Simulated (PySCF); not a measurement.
**IF5 (SMILES FI(F)(F)(F)F) at 6 levels**

Aim: a comparison of 6 runs (HF/3-21G, wB97X/STO-3G, B3LYP/3-21G, BP86/def2-SVP, PBE0/def2-SVP, MP2/3-21G) of IF5. Input form: a Python script.

The results are computed with PySCF 2.14.0.

## 1. The system as given

The species is IF5 (6 atoms), meant as a singlet with charge 0. As SMILES, `FI(F)(F)(F)F`. Geometry: relaxed at GFN2-xTB.

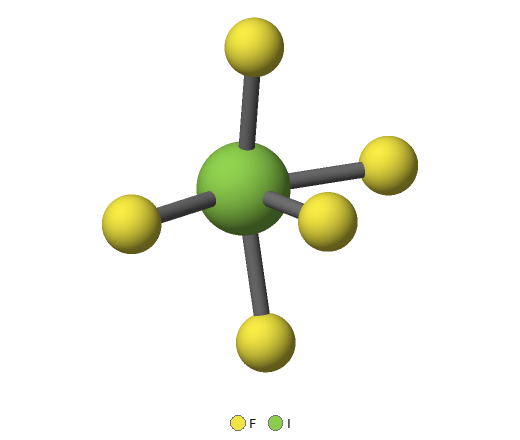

Viewed from a chosen angle; fluorine yellow, iodine green.

## 2. Energy and gradient at HF/3-21G (run 1)

The input, input.py:

```python
from pyscf import gto, scf

molecule = gto.M(
    atom='''
F   -1.030150   0.893540  -1.344550
I   -0.015200  -0.429320  -0.353520
F   -1.610120  -0.767580   0.696720
F    1.020000  -1.186550   1.102150
F    1.599630   0.472460  -0.938610
F    0.035850   1.017440   0.837820
''',
    verbose=4,
    max_memory=1860,
    basis='3-21g',
)

hf = scf.RHF(molecule)
hf.conv_tol = 1e-10
hf.kernel()
if not hf.converged:
    hf = hf.newton().run(hf.mo_coeff, hf.mo_occ)

e_final = hf.e_tot
print(f'total energy: {e_final:.8f} hartree')
grad = hf.nuc_grad_method().kernel()
hf.analyze()
```

Run with:

```
$ OMP_NUM_THREADS=1 python input.py
```

Standard output:

```text
PySCF version 2.14.0

[... 76 lines left out ...]
Nuclear Repulsion Energy =             811.841940714213820
[... 11 lines left out ...]
MO #6   energy= -38.1911446442226  occ= 2
[... 9 lines left out ...]
MO #16  energy= -24.5353644271337  occ= 2
[... 9 lines left out ...]
MO #26  energy= -2.76080301850066  occ= 2
[... 9 lines left out ...]
MO #36  energy= -0.768369200580476 occ= 2
[... 9 lines left out ...]
MO #46  energy= -0.626808699574153 occ= 2
[... 9 lines left out ...]
MO #56  energy= 0.579285270270614  occ= 0
[... 9 lines left out ...]
MO #66  energy= 2.35554687441846   occ= 0
[... 9 lines left out ...]
MO #76  energy= 4.35608325893365   occ= 0
[... 85 lines left out ...]
Dipole moment(X, Y, Z, Debye): -0.14784, -3.97984, -3.27914
```

Wall time 11 s (1 thread of Intel Xeon at 2.50GHz (Skylake/Cascade Lake), shared host); peak memory 0.15 GiB.

## 3. Energy and forces at wB97X/STO-3G (run 2)

The input, input.py:

```python
# iodine pentafluoride
import pyscf.grad
from pyscf import gto, dft

mol = gto.M(
    atom='''
F     -1.946701     1.688546    -2.540831
I     -0.028724    -0.811297    -0.668056
F     -3.042686    -1.450516     1.316610
F      1.927521    -2.242255     2.082762
F      3.022863     0.892820    -1.773716
F      0.067747     1.922683     1.583250
''',
    charge=0,
    max_memory=1860,
    verbose=3,
    spin=0,
    unit='bohr',
    basis='sto-3g',
)

mf = dft.RKS(mol, xc='wb97x')
mf.grids.level = 5
mf.conv_tol = 1e-10
mf.kernel()
if not mf.converged:
    mf = mf.newton().run(mf.mo_coeff, mf.mo_occ)

energy = mf.e_tot
print('E = %.10f Eh' % energy)
grad = mf.Gradients().kernel()
mf.analyze()
```

Run with:

```
$ OMP_NUM_THREADS=1 python input.py
```

Standard output:

```text
converged SCF energy = -7344.41683590849
E = -7344.4168359085 Eh
--------------- RKS gradients ---------------
         x                y                z
0 F     0.0130541635    -0.0224012536     0.0085557970
1 I     0.0020063062     0.0803843535     0.0659750270
2 F     0.0207239526    -0.0008731865    -0.0179982384
3 F    -0.0135105038     0.0047655576    -0.0229398045
4 F    -0.0210452700    -0.0167958010     0.0034559488
5 F    -0.0012774084    -0.0449576911    -0.0369045460
----------------------------------------------
**** MO energy ****
MO #1   energy= -1153.14273352235  occ= 2
MO #2   energy= -172.717890502768  occ= 2
MO #3   energy= -164.901204097389  occ= 2
MO #4   energy= -164.901203817143  occ= 2
MO #5   energy= -164.900368141446  occ= 2
MO #6   energy= -33.7825265827253  occ= 2
MO #7   energy= -31.0908846464374  occ= 2
MO #8   energy= -31.0908832148002  occ= 2
MO #9   energy= -31.087755549605   occ= 2
MO #10  energy= -24.2938880707088  occ= 2
MO #11  energy= -24.2936901353315  occ= 2
MO #12  energy= -24.2934731311361  occ= 2
MO #13  energy= -24.2930738384823  occ= 2
MO #14  energy= -24.2929769590877  occ= 2
MO #15  energy= -22.4542025219459  occ= 2
MO #16  energy= -22.4541772782116  occ= 2
MO #17  energy= -22.4521511219939  occ= 2
MO #18  energy= -22.4521503391114  occ= 2
MO #19  energy= -22.4514924008972  occ= 2
MO #20  energy= -6.11442757096433  occ= 2
MO #21  energy= -4.88126429258883  occ= 2
MO #22  energy= -4.88125832373996  occ= 2
MO #23  energy= -4.87155048942086  occ= 2
MO #24  energy= -2.01193443105235  occ= 2
MO #25  energy= -2.00782485891927  occ= 2
MO #26  energy= -2.00246779083738  occ= 2
MO #27  energy= -2.00139199393238  occ= 2
MO #28  energy= -2.00138839552962  occ= 2
MO #29  energy= -1.2280152511101   occ= 2
MO #30  energy= -1.15930057489308  occ= 2
MO #31  energy= -1.15922535873938  occ= 2
MO #32  energy= -1.13532146341075  occ= 2
MO #33  energy= -1.12360446194514  occ= 2
MO #34  energy= -0.692173452712601 occ= 2
MO #35  energy= -0.525120569363669 occ= 2
MO #36  energy= -0.525108012201217 occ= 2
MO #37  energy= -0.516877252430783 occ= 2
MO #38  energy= -0.30426561181231  occ= 2
MO #39  energy= -0.304264348526288 occ= 2
MO #40  energy= -0.292897739688816 occ= 2
MO #41  energy= -0.28499996025585  occ= 2
MO #42  energy= -0.284582778267218 occ= 2
MO #43  energy= -0.284555767647853 occ= 2
MO #44  energy= -0.282997279240489 occ= 2
MO #45  energy= -0.280499290074241 occ= 2
MO #46  energy= -0.275502084563924 occ= 2
MO #47  energy= -0.269674681842017 occ= 2
MO #48  energy= -0.26963025718569  occ= 2
MO #49  energy= -0.214129645945093 occ= 2
MO #50  energy= 0.208240212285932  occ= 0
MO #51  energy= 0.208367249979116  occ= 0
MO #52  energy= 0.272020231756566  occ= 0
 ** Mulliken atomic charges  **
charge of    0F =     -0.28068
charge of    1I =      1.42432
charge of    2F =     -0.28074
charge of    3F =     -0.28086
charge of    4F =     -0.28090
charge of    5F =     -0.30115
Dipole moment(X, Y, Z, Debye): -0.07348, -1.88931, -1.55769
```

Run time: 58 s. Hardware: 1 thread of Intel Xeon at 2.50GHz (Skylake/Cascade Lake), shared host; peak memory 0.54 GiB.

Runs 3 to 5 aren't shown in full; the table further down has their settings and results.

## 4. Energy and gradient at MP2/3-21G (run 6)

The input, calc.py:

```python
import pyscf.grad
from pyscf import gto, mp

mol = gto.Mole()
mol.atom = [
    ('F', (-1.030150, 0.893540, -1.344550)),
    ('I', (-0.015200, -0.429320, -0.353520)),
    ('F', (-1.610120, -0.767580, 0.696720)),
    ('F', (1.020000, -1.186550, 1.102150)),
    ('F', (1.599630, 0.472460, -0.938610)),
    ('F', (0.035850, 1.017440, 0.837820)),
]
mol.charge = 0
mol.basis = '3-21g'
mol.spin = 0
mol.max_memory = 1860
mol.verbose = 4
mol.build()

mf = mol.RHF()
mf.conv_tol = 1e-10
mf.kernel()
if not mf.converged:
    mf = mf.newton().run(mf.mo_coeff, mf.mo_occ)

pt = mp.MP2(mf, frozen=23).run()
etot = pt.e_tot
print('E(%s) = %.9f' % ('MP2', etot))
grad = pt.Gradients().kernel()
mf.analyze()
```

Run with:

```
$ OMP_NUM_THREADS=1 python calc.py
```

Standard output:

```text
PySCF version 2.14.0

[... 81 lines left out ...]
Nuclear Repulsion Energy =             811.841940714213820
[... 11 lines left out ...]
MO #6   energy= -38.1911446442226  occ= 2
[... 9 lines left out ...]
MO #16  energy= -24.5353644271337  occ= 2
[... 9 lines left out ...]
MO #26  energy= -2.76080301850066  occ= 2
[... 9 lines left out ...]
MO #36  energy= -0.768369200580476 occ= 2
[... 9 lines left out ...]
MO #46  energy= -0.626808699574153 occ= 2
[... 9 lines left out ...]
MO #56  energy= 0.579285270270614  occ= 0
[... 9 lines left out ...]
MO #66  energy= 2.35554687441846   occ= 0
[... 9 lines left out ...]
MO #76  energy= 4.35608325893365   occ= 0
[... 85 lines left out ...]
Dipole moment(X, Y, Z, Debye): -0.14784, -3.97984, -3.27914
```

Wall time 20 s (1 thread of Intel Xeon at 2.50GHz (Skylake/Cascade Lake), shared host); peak memory 0.57 GiB.

## 5. All runs side by side

| run | level | integration grid | core potential | energy (Eh) | dipole moment (D) of the reference | HOMO energy (eV) | LUMO energy (eV) | wall time |
| --- | --- | --- | --- | --- | --- | --- | --- | --- |
| 1 | HF/3-21G | – | – | -7381.517898 | 5.16 | -13.73 | 1.55 | 11 s |
| 2 | wB97X/STO-3G | 5 | – | -7344.416836 | 2.45 | -5.83 | 5.67 | 58 s |
| 3 | B3LYP/3-21G | 5 | – | -7386.256615 | 4.13 | -9.24 | -2.16 | 43 s |
| 4 | BP86/def2-SVP (core potential) | 5 | def2-svp | -796.493744 | 3.54 | -9.26 | -3.87 | 68 s |
| 5 | PBE0/def2-SVP (core potential) | 5 | def2-svp | -795.878567 | 3.83 | -10.94 | -3.03 | 76 s |
| 6 | MP2/3-21G | – | – | -7382.201646 | 5.16 | -13.73 | 1.55 | 20 s |

## 6. What came out

| quantity | value |
| --- | --- |
| run 6: total energy | -7382.20165 Eh |
| run 6: dipole moment (Hartree–Fock density) | 5.16 D |
| run 6: HOMO energy (Hartree–Fock orbitals) | -13.73 eV |
| run 6: LUMO energy (Hartree–Fock orbitals) | 1.55 eV |
| run 6: HOMO–LUMO gap (Hartree–Fock orbitals) | 15.28 eV |
| run 6: correlation energy (23 core orbitals frozen) | -683.7 mEh |
| run 6: largest force on an atom | 1.019 eV/Å |

In words: Over runs 1, 2, 3, 4, 5 the dipole moment (its size) runs from 2.45 D (wB97X/STO-3G) to 5.16 D (HF/3-21G). The two ends differ in method and basis. Over runs 1, 2, 3, 4, 5 the HOMO–LUMO gap runs from 5.38 eV (BP86/def2-SVP) to 15.28 eV (HF/3-21G). The two ends differ in method and basis and core potential. Totals of different functionals can't be ranked against each other. Some runs of one species differ in core potentials or relativity; totals across that change don't compare. In run 2 the basis is minimal, so the values are rough. In runs 1, 2, 3, 6 relativity is left out where basis or elements ask for it. All runs together took 4.6 min, the longest 76 s.
